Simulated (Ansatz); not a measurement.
**As2: from a rough start to a minimum**

The task is to find a stationary geometry of As2, then compute its harmonic vibrations to see whether it is a minimum and to get the zero-point energy and entropy.

Method: RKS PBE0-D4/def2-TZVP; program: Ansatz 0.2.0, Gaussian basis.

Levels to be run: relaxation at PBE-D4/def2-SVP; relaxation at PBE0-D4/def2-TZVP; harmonic vibrations at the same level.

1 further run of the same task is left out (set aside as unsound or not needed).

## Step 1: Where the work starts

SMILES `[As]#[As]`, 2 atoms, charge 0, spin multiplicity 1.

Atoms are counted from 1 here; the program's logs count them from 0.

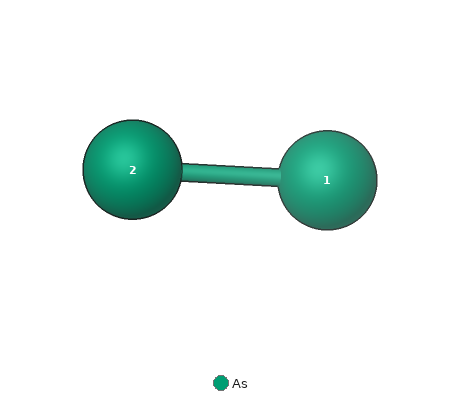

Start geometry, drawn with arsenic teal; atoms are numbered from 1 in the order of the file.

The start is a force-field geometry with small random shifts, so a cheaper pass at PBE-D4/def2-SVP comes first.

## Step 2: Geometry optimisation, PBE-D4/def2-SVP (cheap first pass)

The input, in.yaml:

```yaml
crystal:
  periodic: [false, false, false]
  atoms:
    - {symbol: As, position_ang: [0.000000, 0.000000, 0.000000]}
    - {symbol: As, position_ang: [0.000000, 0.000000, 2.093970]}
basis:
  gaussian: {orbitals: def2-SVP}
hamiltonian: {xc: pbe, dispersion: d4}
relax: {f_tol: 0.03, max_steps: 200}
```

Command:

```bash
ansatz run in.yaml --threads 4 --pin off --events-out ev --progress --plain --max-ram 10444MiB
```

The log of the run (excerpt; [...] marks lines left out):

```text
Functional definition: PBE
  name "PBE"
  cite "Perdew, Burke & Ernzerhof, Phys. Rev. Lett. 77, 3865 (1996) doi:10.1103/PhysRevLett.77.3865"
  parent pbe
[...]
726 factors; their error is unknown
[...]
mean field -121649.74492300 eV, -4470.5456687617 hartree, gradient 1.1e-6 eV, S^2 0.000000; 0 other end points of the search recorded, 0 dependent functions left out
[...]
reference -121649.74494359 eV, -4470.5456695184 hartree; 33, 33 occupied and 31, 31 virtual orbitals, 726 factors
relax step   1: F+E_penalty+E_count = -121649.79472829 eV  Δ(F+E_penalty+E_count) = +0.000e0 eV  max|allowed force component| = 7.750e-1 eV/Å  Δτ_max = 0.0000 Å  (23 SCF iters, accepted)
[...]
relax step   2: F+E_penalty+E_count = -121649.80335030 eV  Δ(F+E_penalty+E_count) = -8.622e-3 eV  max|allowed force component| = 3.074e-1 eV/Å  Δτ_max = 0.0197 Å  (23 SCF iters, accepted)
[...]
relax step   3: F+E_penalty+E_count = -121649.80518624 eV  Δ(F+E_penalty+E_count) = -1.836e-3 eV  max|allowed force component| = 1.709e-2 eV/Å  Δτ_max = 0.0056 Å  (25 SCF iters, accepted)
726 factors; their error is unknown
[...]
mean field -121649.75541435 eV, -4470.5460543116 hartree, gradient 2.3e-5 eV, S^2 0.000000; 1 other end points of the search recorded, 0 dependent functions left out
[...]
reference -121649.75543498 eV, -4470.5460550698 hartree; 33, 33 occupied and 31, 31 virtual orbitals, 726 factors
Total energy: -121649.80520687 eV, -4470.5478841529 hartree
Atom 0 at     0.000000    -0.000000    -0.014089 Å, force     0.000000     0.000000     0.017094 eV/Å
Atom 1 at    -0.000000     0.000000     2.108059 Å, force     0.000000    -0.000000    -0.017094 eV/Å
Dipole moment:    -0.000000     0.000000     0.000000 e Å
```

Run time: 1.5 s. Hardware: 4 threads of Arm Neoverse V2, shared host.

The steps of the relaxation:

| step | energy from step 1 (eV) | largest force component (eV/Å) |
| --- | --- | --- |
| 1 | 0.0000 | 0.7750 |
| 2 | -0.0086 | 0.3074 |
| 3 | -0.0105 | 0.0171 |

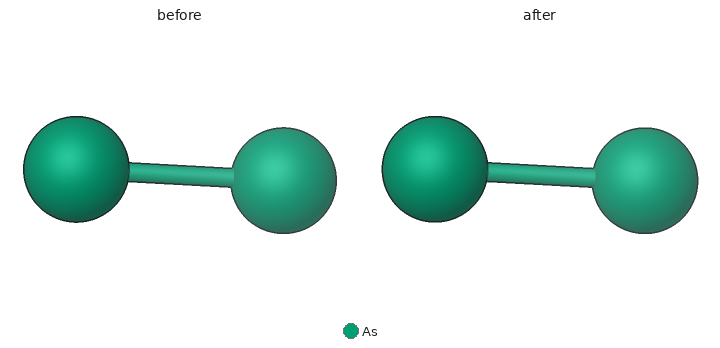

The geometry before (left) and after (right).

The bond:

| bond | before (Å) | after (Å) | change (Å) |
| --- | --- | --- | --- |
| As1–As2 | 2.094 | 2.122 | +0.028 |

## Step 3: Relaxation at PBE0-D4/def2-TZVP

The input, in.yaml:

```yaml
crystal:
  periodic: [false, false, false]
  atoms:
    - {symbol: As, position_ang: [0.000000, -0.000000, -0.014089]}
    - {symbol: As, position_ang: [-0.000000, 0.000000, 2.108059]}
basis:
  gaussian: {orbitals: def2-TZVP}
hamiltonian: {xc: pbe0, dispersion: d4}
relax: {f_tol: 0.005, max_steps: 150}
```

The command is unchanged.

The log of the run (excerpt; [...] marks lines left out):

```text
Functional definition: PBE0
  name "PBE0"
  cite "Adamo & Barone, J. Chem. Phys. 110, 6158 (1999) doi:10.1063/1.478522"
  cite "Perdew, Burke & Ernzerhof, Phys. Rev. Lett. 77, 3865 (1996) doi:10.1103/PhysRevLett.77.3865"
  parent pbe
[...]
660 factors; integrals over basis functions are off by at most 2.7e-4 eV
[...]
mean field -121667.97566376 eV, -4471.2156361273 hartree, gradient 6.1e-5 eV, S^2 0.000000; 0 other end points of the search recorded, 0 dependent functions left out
[...]
reference -121667.97568142 eV, -4471.2156367761 hartree; 33, 33 occupied and 63, 63 virtual orbitals, 660 factors
relax step   1: F+E_penalty+E_count = -121668.01736958 eV  Δ(F+E_penalty+E_count) = +0.000e0 eV  max|allowed force component| = 9.299e-1 eV/Å  Δτ_max = 0.0000 Å  (26 SCF iters, accepted)
[...]
relax step   4: F+E_penalty+E_count = -121668.03315235 eV  Δ(F+E_penalty+E_count) = -1.286e-5 eV  max|allowed force component| = 1.933e-2 eV/Å  Δτ_max = 0.0009 Å  (24 SCF iters, accepted)
[...]
relax step   5: F+E_penalty+E_count = -121668.03315879 eV  Δ(F+E_penalty+E_count) = -6.433e-6 eV  max|allowed force component| = 6.883e-5 eV/Å  Δτ_max = 0.0003 Å  (21 SCF iters, accepted)
660 factors; integrals over basis functions are off by at most 3.0e-4 eV
mean field -121667.99142903 eV, -4471.2162154901 hartree, gradient 6.5e-5 eV, S^2 0.000000; 1 other end points of the search recorded, 0 dependent functions left out
[...]
reference -121667.99144658 eV, -4471.2162161353 hartree; 33, 33 occupied and 63, 63 virtual orbitals, 660 factors
Total energy: -121668.03317634 eV, -4471.2177496757 hartree
Atom 0 at    -0.000000     0.000000     0.002497 Å, force    -0.000000    -0.000000     0.000069 eV/Å
Atom 1 at     0.000000    -0.000000     2.091473 Å, force    -0.000000     0.000000    -0.000069 eV/Å
Dipole moment:     0.000000     0.000000    -0.000000 e Å
```

Run time: 4.2 s. Hardware: 4 threads of Arm Neoverse V2, shared host.

Relaxation path:

| step | energy from step 1 (eV) | largest force component (eV/Å) |
| --- | --- | --- |
| 1 | 0.0000 | 0.9299 |
| 2 | -0.0127 | 0.4376 |
| 3 | -0.0158 | 0.0340 |
| 4 | -0.0158 | 0.0193 |
| 5 | -0.0158 | 0.0001 |

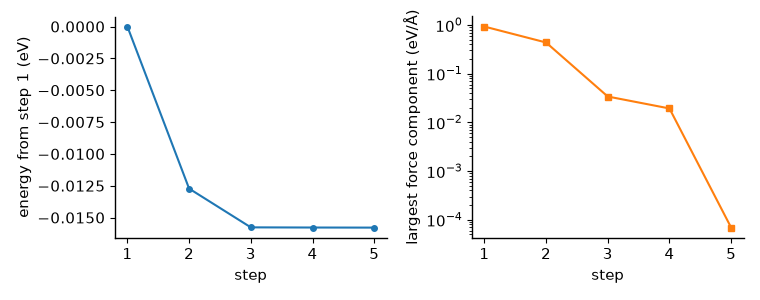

Energy and largest force along the relaxation.

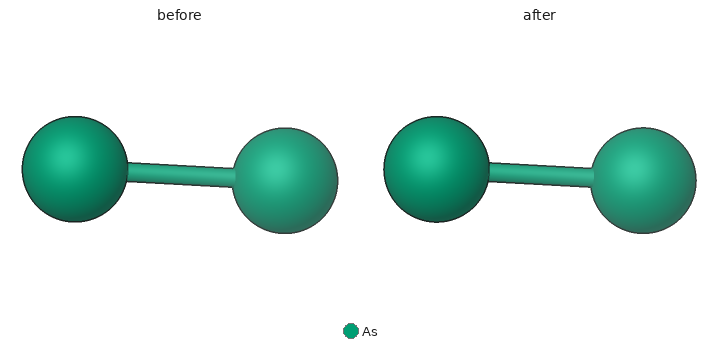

Before and after, at one scale.

The bond:

| bond | before (Å) | after (Å) | change (Å) |
| --- | --- | --- | --- |
| As1–As2 | 2.122 | 2.089 | -0.033 |

Mulliken charges of the relaxed molecule (report file):

| atom | value (e) |
| --- | --- |
| As1 | 0.00 |
| As2 | 0.00 |

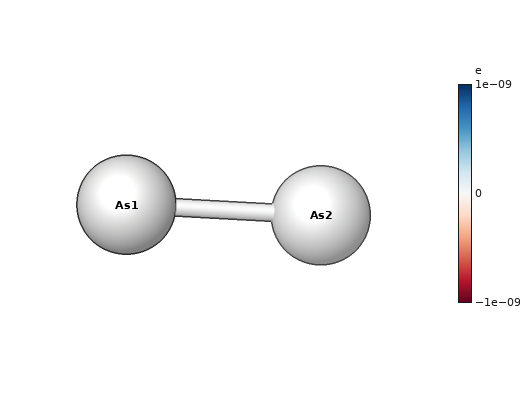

Mulliken charges of the relaxed molecule (report file), as colours on the atoms.

## Step 4: Harmonic vibrations

The input, in.yaml:

```yaml
crystal:
  periodic: [false, false, false]
  atoms:
    - {symbol: As, position_ang: [-0.000000, 0.000000, 0.002497]}
    - {symbol: As, position_ang: [0.000000, -0.000000, 2.091473]}
basis:
  gaussian: {orbitals: def2-TZVP}
hamiltonian: {xc: pbe0, dispersion: d4}
phonons: {temperatures: {t_min: 298.15, t_max: 900, t_step: 200}}
```

Same command.

The log of the run (excerpt; [...] marks lines left out):

```text
Functional definition: PBE0
  name "PBE0"
  cite "Adamo & Barone, J. Chem. Phys. 110, 6158 (1999) doi:10.1063/1.478522"
  cite "Perdew, Burke & Ernzerhof, Phys. Rev. Lett. 77, 3865 (1996) doi:10.1103/PhysRevLett.77.3865"
  parent pbe
[...]
660 factors; integrals over basis functions are off by at most 3.0e-4 eV
[...]
mean field -121667.99142903 eV, -4471.2162154902 hartree, gradient 3.7e-6 eV, S^2 0.000000; 0 other end points of the search recorded, 0 dependent functions left out
[...]
reference -121667.99144658 eV, -4471.2162161354 hartree; 33, 33 occupied and 63, 63 virtual orbitals, 660 factors
[...]
660 factors; integrals over basis functions are off by at most 3.0e-4 eV
[...]
mean field -121667.99142903 eV, -4471.2162154903 hartree, gradient 1.5e-6 eV, S^2 0.000000; 0 other end points of the search recorded, 0 dependent functions left out
[...]
mean field -121667.99133304 eV, -4471.2162119626 hartree, gradient 1.3e-6 eV, S^2 0.000000; 0 other end points of the search recorded, 0 dependent functions left out
[...]
reference -121667.99135059 eV, -4471.2162126075 hartree; 33, 33 occupied and 63, 63 virtual orbitals, 660 factors
[...]
660 factors; integrals over basis functions are off by at most 2.9e-4 eV
mean field -121667.99133698 eV, -4471.2162121076 hartree, gradient 2.5e-6 eV, S^2 0.000000; 0 other end points of the search recorded, 0 dependent functions left out
[...]
reference -121667.99135455 eV, -4471.2162127531 hartree; 33, 33 occupied and 63, 63 virtual orbitals, 660 factors
Total energy: -121668.03317634 eV, -4471.2177496757 hartree
Atom 0 at     0.000000     0.000000     0.002497 Å, force     0.000000    -0.000000     0.000081 eV/Å
Atom 1 at     0.000000     0.000000     2.091473 Å, force    -0.000000     0.000000    -0.000081 eV/Å
Dipole moment:     0.000000    -0.000000    -0.000000 e Å
Vibrations: 467.06 cm⁻¹, zero-point energy 0.028954 eV
```

Run time: 3.6 s. Hardware: 4 threads of Arm Neoverse V2, shared host.

Motions are named by where the mode's potential energy lies. The modes, unscaled (a negative number is an imaginary wavenumber):

| mode | cm⁻¹ | motion |
| --- | --- | --- |
| 1 | 467 | As–As stretch |

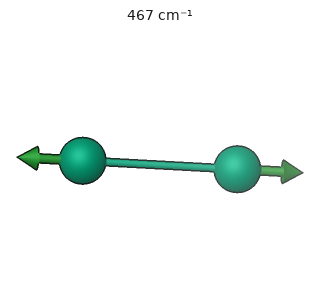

How the atoms move in 1 of the modes.

Ideal gas, rigid rotor and harmonic oscillator at 298.15 K and 1 bar, with symmetry number 2:

| term | value |
| --- | --- |
| zero-point energy | 0.7 kcal/mol |
| H(298) − E | 2.9 kcal/mol |
| entropy, translation | 171.3 J/(mol K) |
| entropy, rotation | 65.8 J/(mol K) |
| entropy, vibration | 3.1 J/(mol K) |
| entropy, total | 240.2 J/(mol K) |

## Step 5: What came out

| quantity | value |
| --- | --- |
| point group | D∞h |
| steps | 3 + 5 |
| shift from the start (rms) | 0.002 Å |
| total energy | -121668.0332 eV |
| dispersion term | -42 meV |
| dipole moment | 0.00 D |
| wavenumber | 467 cm⁻¹ |
| zero-point energy | 0.7 kcal/mol |
| entropy at 298.15 K | 240.2 J/(mol K) |

What this shows: The atoms moved 0.002 Å (rms) from the start; As1–As2 went from 2.094 to 2.089 Å. No mode is imaginary: a true minimum at this level. The stiffest mode, 467 cm⁻¹, is an As–As stretch.
